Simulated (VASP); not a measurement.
# Titanium under strain, part 2 of 3

How does the pressure of Titanium answer to a change of volume? The bands are shown for each cell. All runs use PBEsol. This is not the structure that Ti takes at ambient conditions. The start is a cell from a database of measured crystal structures.

VASP 6.6.1; PBEsol; plane waves and PAW (Ti_sv).

Still holding for the runs below: The k-mesh is coarse for a metal.

So far, pressure (GPa): step 2 (reference run) -7.65; step 3 (bands, cell as listed) -7.66.

## (4) Bands, volume times 1.04

The cell is expanded evenly, with fractional positions held.

Input file INCAR:

```
SYSTEM = Ti
PREC = Accurate
ENCUT = 400
EDIFF = 1E-06
NELM = 100
ISMEAR = -1
SIGMA = 0.05
LREAL = .FALSE.
ALGO = Normal
GGA = PS
NBANDS = 17
LASPH = .TRUE.
LORBIT = 11
LWAVE = .FALSE.
LCHARG = .FALSE.
KPAR = 2
```

Input file POSCAR:

```
Ti
1.0
   -1.6625945817      1.6625945817      1.6625945817
    1.6625945817     -1.6625945817      1.6625945817
    1.6625945817      1.6625945817     -1.6625945817
Ti
1
Direct
    0.0000000000      0.0000000000      0.0000000000
```

Input file KPOINTS:

```
Automatic mesh
0
Gamma
8 8 8
0 0 0
```

Input file KPOINTS_OPT:

```
Line mode
16
Line-mode
Reciprocal
  0.00000000   0.00000000   0.00000000 GAMMA
  0.50000000  -0.50000000   0.50000000 H

  0.50000000  -0.50000000   0.50000000 H
  0.00000000   0.00000000   0.50000000 N

  0.00000000   0.00000000   0.50000000 N
  0.00000000   0.00000000   0.00000000 GAMMA

  0.00000000   0.00000000   0.00000000 GAMMA
  0.25000000   0.25000000   0.25000000 P

  0.25000000   0.25000000   0.25000000 P
  0.50000000  -0.50000000   0.50000000 H

  0.25000000   0.25000000   0.25000000 P
  0.00000000   0.00000000   0.50000000 N
```

PAW data sets: Ti_sv (PBE family, release 64).

Launch:

```bash
$ mpirun -np 2 vasp_std
```

Output:

```text
[... set-up lines as in an earlier step ...]
 entering main loop
       N       E                     dE             d eps       ncg     rms          rms(c)
DAV:   1     0.840975440792E+02    0.84098E+02   -0.49021E+03   986   0.706E+02
DAV:   2    -0.565211544020E+01   -0.89750E+02   -0.85765E+02  1077   0.216E+02
DAV:   3    -0.941535682358E+01   -0.37632E+01   -0.37369E+01  1181   0.462E+01
DAV:   4    -0.947326129339E+01   -0.57904E-01   -0.57854E-01  1119   0.550E+00
DAV:   5    -0.947403469055E+01   -0.77340E-03   -0.77333E-03  1115   0.574E-01    0.829E+00
DAV:   6    -0.817466941038E+01    0.12994E+01   -0.16571E+00  1021   0.172E+01    0.180E+00
DAV:   7    -0.817237186955E+01    0.22975E-02   -0.89393E-02  1215   0.179E+00    0.126E+00
DAV:   8    -0.817828972265E+01   -0.59179E-02   -0.44752E-02  1015   0.207E+00    0.280E-01
DAV:   9    -0.817708949925E+01    0.12002E-02   -0.30056E-03  1147   0.621E-01    0.868E-02
DAV:  10    -0.817722233202E+01   -0.13283E-03   -0.22006E-04  1049   0.100E-01    0.123E-02
DAV:  11    -0.817722146025E+01    0.87177E-06   -0.95383E-06  1211   0.187E-02
   1 F= -.81772215E+01 E0= -.81668938E+01  d E =-.206554E-01
 Start KPOINTS_OPT (optional k-point list driver)
k-point batch [1-29\96]
       N       E                     dE             ncg
DAV:   1    -0.397573940334E+04   -0.16218E+05     1026
DAV:   2    -0.646240807884E+04   -0.24867E+04     1092
DAV:   3    -0.656220313839E+04   -0.99795E+02     1137
DAV:   4    -0.656338881305E+04   -0.11857E+01     1089
DAV:   5    -0.656340927449E+04   -0.20461E-01     1136
DAV:   6    -0.656340987031E+04   -0.59581E-03     1119
DAV:   7    -0.656340989052E+04   -0.20219E-04     1084
DAV:   8    -0.656340989132E+04   -0.79694E-06      833
[...]
k-point batch [88-96\96]
       N       E                     dE             ncg
DAV:   1     0.935658645848E+04   -0.58005E+04      330
DAV:   2     0.862278626714E+04   -0.73380E+03      330
DAV:   3     0.859500690272E+04   -0.27779E+02      391
DAV:   4     0.859467581181E+04   -0.33109E+00      320
DAV:   5     0.859467259925E+04   -0.32126E-02      350
DAV:   6     0.859467255134E+04   -0.47909E-04      345
DAV:   7     0.859467255046E+04   -0.87649E-06      331
```

Run time: 5.4 s. Hardware: 2 MPI ranks of AMD EPYC 9R45, shared host; peak memory 0.2 GiB; 9.8 s of CPU time.

Parts of OUTCAR (step 4):

```text
  LATTYP: Found a body centered cubic cell.
 ALAT       =     3.3251891634

The static configuration has the point symmetry O_h .

 Found     29 irreducible k-points:

   ENCUT  =  400.0 eV  29.40 Ry    5.42 a.u.   4.70  4.70  4.70*2*pi/ulx,y,z

   NELECT =      12.0000    total number of electrons

 E-fermi :   7.3975

 k-point     1 :       0.0000    0.0000    0.0000
  band No.  band energies     occupation
      1     -49.0023      2.00000
      2     -25.0223      2.00000
      3     -25.0223      2.00000
      4     -25.0223      2.00000
      5       1.5874      2.00000
      6       8.3290      0.00000
      7       8.3290      0.00000
      8       8.3290      0.00000
      9       9.9814      0.00000
     10       9.9814      0.00000
    ...

 k-point     2 :       0.1250    0.0000    0.0000
  band No.  band energies     occupation
      1     -48.9877      2.00000
      2     -25.1081      2.00000
      3     -25.0492      2.00000
      4     -25.0227      2.00000
      5       2.0811      2.00000
      6       8.1156      0.00000
      7       8.2419      0.00000
      8       8.6844      0.00000
      9       9.7762      0.00000
     10       9.9966      0.00000
    ...

  Total       -1.2580552     -1.2580552     -1.2580552     -0.0000000     -0.0000000      0.0000000
  in kB     -109.6455960   -109.6455960   -109.6455960     -0.0000000     -0.0000000      0.0000000
  external PRESSURE =    -109.6455960 kB  Pullay stress =       0.0000000 kB

  energy-cutoff  :      400.00
  volume of cell :       18.38
      direct lattice vectors                 reciprocal lattice vectors
    -1.662594582  1.662594582  1.662594582     0.000000000  0.300734771  0.300734771
     1.662594582 -1.662594582  1.662594582     0.300734771  0.000000000  0.300734771
     1.662594582  1.662594582 -1.662594582     0.300734771  0.300734771  0.000000000

 POSITION                                       TOTAL-FORCE (eV/Angst)
 -----------------------------------------------------------------------------------
      0.00000      0.00000      0.00000        -0.000000      0.000000      0.000000
 -----------------------------------------------------------------------------------
    total drift:                                0.000000     -0.000000      0.000000

  FREE ENERGIE OF THE ION-ELECTRON SYSTEM (eV)
  ---------------------------------------------------
  free  energy   TOTEN  =        -8.1772214603 eV

  energy  without entropy=       -8.1565660648  energy(sigma->0) =       -8.16689376

 total charge
# of ion       s       p       d       tot
------------------------------------------
    1        2.232   6.099   1.875  10.206

[... 4 parts as in an earlier step ...]

[... 6 further parts left out ...]
```

Numbers from this step:

| Item | Value |
| --- | --- |
| SCF cycles | 11 |
| free energy (TOTEN) | -8.177 eV |
| energy at zero smearing | -8.167 eV |
| Fermi energy | 7.397 eV |
| pressure | -10.96 GPa |

The electronic bands at the labelled points (eV, zero at the Fermi level; # counts the bands kept, so #1 is VASP's band 5):

| point | #1 | #2 | #3 | #4 | #5 | #6 |
| --- | --- | --- | --- | --- | --- | --- |
| Γ | -5.81 | 0.93 | 0.93 | 0.93 | 2.58 | 2.58 |
| H | -1.93 | -1.93 | 3.67 | 3.67 | 3.67 | 7.90 |
| N | -2.32 | -0.35 | 0.98 | 2.56 | 2.89 | 3.99 |
| Γ | -5.81 | 0.93 | 0.93 | 0.93 | 2.58 | 2.58 |
| P | -0.59 | -0.59 | -0.59 | 2.94 | 2.94 | 8.59 |
| H | -1.93 | -1.93 | 3.67 | 3.67 | 3.67 | 7.90 |
| jump to P | -0.59 | -0.59 | -0.59 | 2.94 | 2.94 | 8.59 |
| N | -2.32 | -0.35 | 0.98 | 2.56 | 2.89 | 3.99 |

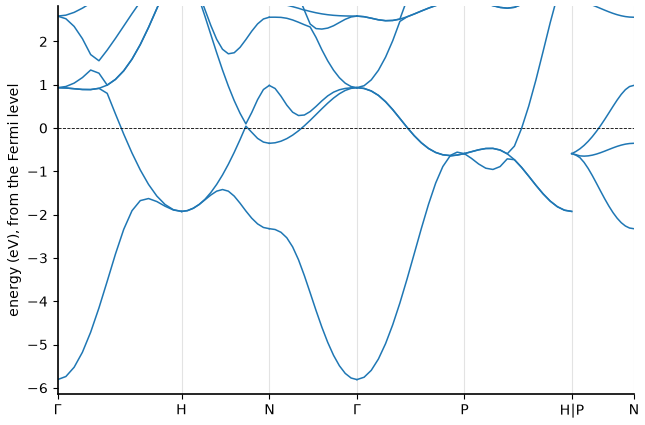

Electronic bands along the path.

 The pressure is -10.96 GPa.

For the pressure, step 3 gave -7.66 GPa; this run, with cell volume +4.0 %, gives -11.0 GPa.

## (5) Bands, volume times 1.08

The cell is expanded evenly, with fractional positions held.

INCAR is that of step 4.

Input file POSCAR:

```
Ti
1.0
   -1.6836423171      1.6836423171      1.6836423171
    1.6836423171     -1.6836423171      1.6836423171
    1.6836423171      1.6836423171     -1.6836423171
Ti
1
Direct
    0.0000000000      0.0000000000      0.0000000000
```

KPOINTS is that of step 4.

KPOINTS_OPT is that of step 4.

Launch:

```bash
$ mpirun -np 2 vasp_std
```

Output:

```text
[... set-up lines as in an earlier step ...]
 entering main loop
       N       E                     dE             d eps       ncg     rms          rms(c)
DAV:   1     0.788437282754E+02    0.78844E+02   -0.50242E+03   986   0.701E+02
DAV:   2    -0.592119772766E+01   -0.84765E+02   -0.81312E+02  1045   0.209E+02
DAV:   3    -0.942771615734E+01   -0.35065E+01   -0.34798E+01  1148   0.453E+01
DAV:   4    -0.949580947509E+01   -0.68093E-01   -0.68059E-01  1143   0.592E+00
DAV:   5    -0.949697734340E+01   -0.11679E-02   -0.11678E-02  1123   0.691E-01    0.810E+00
DAV:   6    -0.812470149803E+01    0.13723E+01   -0.18811E+00  1021   0.176E+01    0.172E+00
DAV:   7    -0.812263787430E+01    0.20636E-02   -0.88281E-02  1182   0.172E+00    0.123E+00
DAV:   8    -0.812709704132E+01   -0.44592E-02   -0.41234E-02  1011   0.203E+00    0.259E-01
DAV:   9    -0.812599303433E+01    0.11040E-02   -0.27231E-03  1175   0.610E-01    0.828E-02
DAV:  10    -0.812610599748E+01   -0.11296E-03   -0.22421E-04  1057   0.111E-01    0.935E-03
DAV:  11    -0.812610488004E+01    0.11174E-05   -0.91927E-06  1198   0.230E-02    0.745E-03
DAV:  12    -0.812610492973E+01   -0.49690E-07   -0.15756E-06  1243   0.106E-02
   1 F= -.81261049E+01 E0= -.81149622E+01  d E =-.222855E-01
 Start KPOINTS_OPT (optional k-point list driver)
k-point batch [1-29\96]
       N       E                     dE             ncg
DAV:   1    -0.405873025253E+04   -0.16070E+05     1026
DAV:   2    -0.659980188628E+04   -0.25411E+04     1086
DAV:   3    -0.670136130464E+04   -0.10156E+03     1135
DAV:   4    -0.670286554282E+04   -0.15042E+01     1118
DAV:   5    -0.670289009457E+04   -0.24552E-01     1126
DAV:   6    -0.670289049130E+04   -0.39673E-03     1154
DAV:   7    -0.670289050136E+04   -0.10061E-04     1030
DAV:   8    -0.670289050164E+04   -0.27830E-06      857
[...]
k-point batch [88-96\96]
       N       E                     dE             ncg
DAV:   1     0.885735935127E+04   -0.55076E+04      306
DAV:   2     0.805819997964E+04   -0.79916E+03      347
DAV:   3     0.802883475930E+04   -0.29365E+02      348
DAV:   4     0.802851073177E+04   -0.32403E+00      329
DAV:   5     0.802850714425E+04   -0.35875E-02      342
DAV:   6     0.802850708748E+04   -0.56766E-04      351
DAV:   7     0.802850708641E+04   -0.10736E-05      349
DAV:   8     0.802850708639E+04   -0.18803E-07      224
```

The job ended after 5.6 s (2 MPI ranks; peak memory 0.2 GiB).

OUTCAR, selected parts (step 5):

```text
   ENCUT  =  400.0 eV  29.40 Ry    5.42 a.u.   4.76  4.76  4.76*2*pi/ulx,y,z

   NELECT =      12.0000    total number of electrons

 E-fermi :   7.0362

 k-point     1 :       0.0000    0.0000    0.0000
  band No.  band energies     occupation
      1     -49.4433      2.00000
      2     -25.4966      2.00000
      3     -25.4966      2.00000
      4     -25.4966      2.00000
      5       1.3043      2.00000
      6       7.9293      0.00000
      7       7.9293      0.00000
      8       7.9293      0.00000
      9       9.5040      0.00000
     10       9.5040      0.00000
    ...

  Total       -1.6139462     -1.6139462     -1.6139462      0.0000000      0.0000000     -0.0000000
  in kB     -135.4534708   -135.4534708   -135.4534708      0.0000000      0.0000000     -0.0000000
  external PRESSURE =    -135.4534708 kB  Pullay stress =       0.0000000 kB

 POSITION                                       TOTAL-FORCE (eV/Angst)
 -----------------------------------------------------------------------------------
      0.00000      0.00000      0.00000         0.000000     -0.000000      0.000000
 -----------------------------------------------------------------------------------
    total drift:                                0.000000     -0.000000      0.000000

  FREE ENERGIE OF THE ION-ELECTRON SYSTEM (eV)
  ---------------------------------------------------
  free  energy   TOTEN  =        -8.1261049297 eV

  energy  without entropy=       -8.1038193932  energy(sigma->0) =       -8.11496216

[... 4 parts as in an earlier step ...]

[... 12 further parts left out ...]
```

Numbers from this step:

| Item | Value |
| --- | --- |
| SCF cycles | 12 |
| free energy (TOTEN) | -8.126 eV |
| energy at zero smearing | -8.115 eV |
| Fermi energy | 7.036 eV |
| pressure | -13.55 GPa |

Electronic bands along the path, in eV, zero at the Fermi level; # counts the bands kept, so #1 is VASP's band 5:

| point | #1 | #2 | #3 | #4 | #5 | #6 |
| --- | --- | --- | --- | --- | --- | --- |
| Γ | -5.73 | 0.89 | 0.89 | 0.89 | 2.47 | 2.47 |
| H | -1.82 | -1.82 | 3.49 | 3.49 | 3.49 | 7.62 |
| N | -2.25 | -0.33 | 0.89 | 2.44 | 2.75 | 3.80 |
| Γ | -5.73 | 0.89 | 0.89 | 0.89 | 2.47 | 2.47 |
| P | -0.58 | -0.58 | -0.58 | 2.80 | 2.80 | 8.26 |
| H | -1.82 | -1.82 | 3.49 | 3.49 | 3.49 | 7.62 |
| jump to P | -0.58 | -0.58 | -0.58 | 2.80 | 2.80 | 8.26 |
| N | -2.25 | -0.33 | 0.89 | 2.44 | 2.75 | 3.80 |

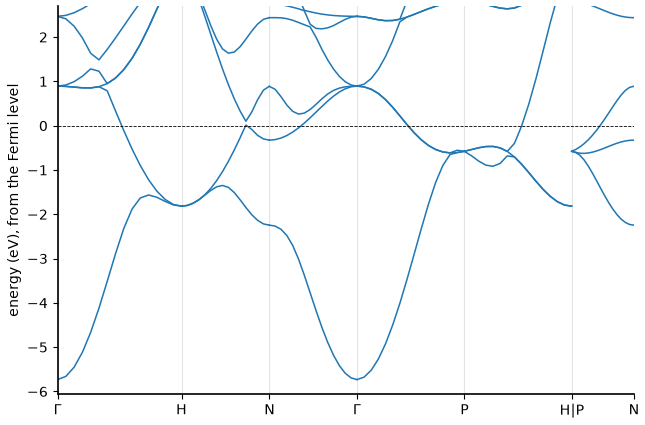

Electronic bands along the path.

 The pressure is -13.55 GPa.

Between step 3 and this run (cell volume +8.0 %) the value for the pressure moves from -7.66 GPa to -13.5 GPa.

## (6) Bands, sheared, principal strains -2.0, +0.4, +1.7 %

The cell is sheared at fixed volume, which lowers its symmetry.

INCAR is that of step 5.

Input file POSCAR:

```
Ti
1.0
   -1.5951800000      1.6417720000      1.6355890000
    1.6316270000     -1.6549660000      1.6852310000
    1.5965840000      1.6563700000     -1.6487840000
Ti
1
Direct
    0.0000000000      0.0000000000      0.0000000000
```

KPOINTS is that of step 5.

Input file KPOINTS_OPT:

```
Line mode
16
Line-mode
Reciprocal
  0.00000000   0.50000000  -0.50000000 X
  0.00000000   0.00000000   0.00000000 GAMMA

  0.00000000   0.00000000   0.00000000 GAMMA
  0.50000000  -0.50000000   0.00000000 Y

  0.50000000   0.00000000  -0.50000000 L
  0.00000000   0.00000000   0.00000000 GAMMA

  0.00000000   0.00000000   0.00000000 GAMMA
 -0.50000000   0.00000000   0.00000000 Z

 -0.50000000   0.50000000  -0.50000000 N
  0.00000000   0.00000000   0.00000000 GAMMA

  0.00000000   0.00000000   0.00000000 GAMMA
  0.00000000  -0.50000000   0.00000000 M

  0.00000000   0.00000000  -0.50000000 R
  0.00000000   0.00000000   0.00000000 GAMMA
```

Launch:

```bash
$ mpirun -np 2 vasp_std
```

Output:

```text
[... set-up lines as in an earlier step ...]
 entering main loop
       N       E                     dE             d eps       ncg     rms          rms(c)
DAV:   1     0.794395180275E+02    0.79440E+02   -0.49600E+03  8984   0.713E+02
DAV:   2    -0.593532505564E+01   -0.85375E+02   -0.81556E+02  9364   0.210E+02
DAV:   3    -0.937587524977E+01   -0.34406E+01   -0.34135E+01 10164   0.452E+01
DAV:   4    -0.943016931310E+01   -0.54294E-01   -0.54259E-01 10088   0.537E+00
DAV:   5    -0.943100199473E+01   -0.83268E-03   -0.83263E-03 10138   0.582E-01    0.854E+00
DAV:   6    -0.821126963979E+01    0.12197E+01   -0.14768E+00  9206   0.167E+01    0.192E+00
DAV:   7    -0.820758424688E+01    0.36854E-02   -0.88208E-02 11046   0.198E+00    0.130E+00
DAV:   8    -0.821503981810E+01   -0.74556E-02   -0.47938E-02  9019   0.212E+00    0.291E-01
DAV:   9    -0.821378675707E+01    0.12531E-02   -0.33800E-03  9872   0.655E-01    0.966E-02
DAV:  10    -0.821393071769E+01   -0.14396E-03   -0.22842E-04  9626   0.107E-01    0.175E-02
DAV:  11    -0.821393105498E+01   -0.33729E-06   -0.12427E-05 10151   0.220E-02    0.662E-03
DAV:  12    -0.821393089241E+01    0.16257E-06   -0.31324E-07  7050   0.444E-03
   1 F= -.82139309E+01 E0= -.82041700E+01  d E =-.195218E-01
 Start KPOINTS_OPT (optional k-point list driver)
k-point batch [1-112\112]
       N       E                     dE             ncg
DAV:   1    -0.118998714967E+05   -0.41179E+05     3888
DAV:   2    -0.220424148390E+05   -0.10143E+05     4004
DAV:   3    -0.225067169392E+05   -0.46430E+03     4643
DAV:   4    -0.225153504541E+05   -0.86335E+01     4210
DAV:   5    -0.225155254218E+05   -0.17497E+00     4429
DAV:   6    -0.225155303456E+05   -0.49238E-02     4306
DAV:   7    -0.225155305197E+05   -0.17409E-03     4370
DAV:   8    -0.225155305261E+05   -0.63446E-05     3241
DAV:   9    -0.225155305263E+05   -0.27877E-06     2298
```

Run time: 14 s. Hardware: 2 MPI ranks; peak memory 0.3 GiB.

OUTCAR, selected parts (step 6):

```text
   k-points           NKPTS =    260   k-points in BZ     NKDIM =    260   number of bands    NBANDS=     17

   ENCUT  =  400.0 eV  29.40 Ry    5.42 a.u.   4.59  4.68  4.62*2*pi/ulx,y,z

   NELECT =      12.0000    total number of electrons

 E-fermi :   7.7824

 k-point     1 :       0.0000    0.0000    0.0000
  band No.  band energies     occupation
      1     -48.5364      2.00000
      2     -24.5306      2.00000
      3     -24.5156      2.00000
      4     -24.4978      2.00000
      5       1.8914      2.00000
      6       8.5889      0.00000
      7       8.7754      0.00000
      8       8.8959      0.00000
      9      10.3849      0.00000
     10      10.5949      0.00000
    ...

  Total       -0.8797496     -0.8352021     -0.8199535     -0.0047970      0.0407916     -0.1216793
  in kB      -79.7413993    -75.7035746    -74.3214250     -0.4348033      3.6973934    -11.0291333
  external PRESSURE =     -76.5887996 kB  Pullay stress =       0.0000000 kB

 POSITION                                       TOTAL-FORCE (eV/Angst)
 -----------------------------------------------------------------------------------
      0.00000      0.00000      0.00000         0.000000      0.000000     -0.000000
 -----------------------------------------------------------------------------------
    total drift:                               -0.000000      0.000000      0.000000

  FREE ENERGIE OF THE ION-ELECTRON SYSTEM (eV)
  ---------------------------------------------------
  free  energy   TOTEN  =        -8.2139308924 eV

  energy  without entropy=       -8.1944090510  energy(sigma->0) =       -8.20416997

[... 2 parts as in an earlier step ...]

[... 13 further parts left out ...]
```

The path and its labels are those of the sheared lattice, so a letter need not mean the same point as in the unstrained cell.

This step gave:

* irreducible k-points: 260
* symmetry operations: 2
* free energy (TOTEN): -8.214 eV
* energy at zero smearing: -8.204 eV
* Fermi energy: 7.782 eV
* pressure: -7.659 GPa

Electronic bands along the path, in eV, zero at the Fermi level; # counts the bands kept, so #1 is VASP's band 5:

| point | #1 | #2 | #3 | #4 | #5 |
| --- | --- | --- | --- | --- | --- |
| X | -2.42 | -0.26 | 0.93 | 2.58 | 3.01 |
| Γ | -5.89 | 0.81 | 0.99 | 1.11 | 2.60 |
| Y | -2.41 | -0.48 | 1.19 | 2.76 | 3.09 |
| jump to L | -2.40 | -0.39 | 1.29 | 2.63 | 3.01 |
| Γ | -5.89 | 0.81 | 0.99 | 1.11 | 2.60 |
| Z | -2.40 | -0.23 | 1.04 | 2.53 | 2.95 |
| jump to N | -2.08 | -2.01 | 3.75 | 3.85 | 3.97 |
| Γ | -5.89 | 0.81 | 0.99 | 1.11 | 2.60 |
| M | -2.42 | -0.46 | 0.98 | 2.76 | 3.15 |
| jump to R | -2.41 | -0.48 | 1.17 | 2.76 | 3.10 |
| Γ | -5.89 | 0.81 | 0.99 | 1.11 | 2.60 |

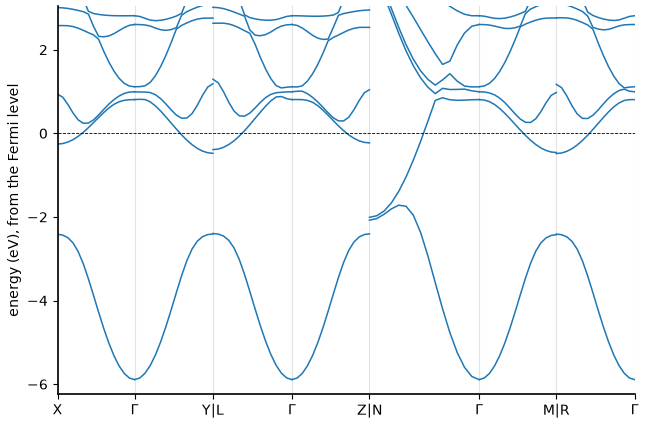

Electronic bands along the path.

 The pressure is -7.66 GPa, and the symmetry operations fall from 48 to 2.

[end of part 2 of 3]

[Lines on the potential files, build, host, timing and source positions are cut from VASP's logs without a mark.]

[Logs are printed without paths, hosts, clocks, repeated set-up lines and the standing remarks that a program may print on its own settings, such as how far it seeks lower states.]

[Hosts, paths, dates, database ids (printed as entryN), source tags and the programs' standing remarks are cut or masked in the printed files.]

[A measured line is paired with the nearest computed mode of its activity, which favours agreement.]
